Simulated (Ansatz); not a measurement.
# Profile along the Cr–O line in CrO2 (rutile)

CrO$_{2}$ (rutile)

```xyz
6
Lattice="4.4446 0.0000 0.0000 0.0000 4.4446 0.0000 0.0000 0.0000 2.9209" Properties=species:S:1:pos:R:3 pbc="T T T"
Cr     0.0000     0.0000     0.0000
Cr     2.2223     2.2223     1.4604
O      1.3493     1.3493     0.0000
O      3.5715     0.8730     1.4604
O      0.8730     3.5715     1.4604
O      3.0953     3.0953     0.0000
```

Fields along a shortest Cr–O line of a (-1 1 0) plane (1.91 Å), from Cr to O, interpolated on the slice's grid (step about 0.2 Å). The numbers are results of PBE (plane waves to 420 eV, PAW, scalar-relativistic; Ansatz, an electronic-structure program), not measurements. k mesh 11×11×16. Near the nuclei the fields are pseudised (PAW); where an atom keeps semicore shells as valence, they peak there. CrO2 is run spin-polarised and with no Hubbard U. CrO2 was relaxed with its symmetry unable to fall. Relaxed CrO2 ends ferromagnetic. The magnetic order is the one the run started from; other orders were not tried.

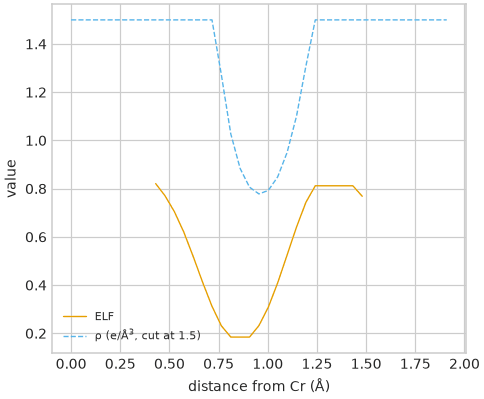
Figure. ELF (away from the nuclei) and valence density from Cr to O.

Density on the Cr–O line (1.91 Å) at its midpoint: 0.78 e/Å³. ELF at that point: 0.2. ELF maximum in the middle third of the Cr–O line: 0.81, 1.2 Å from Cr.
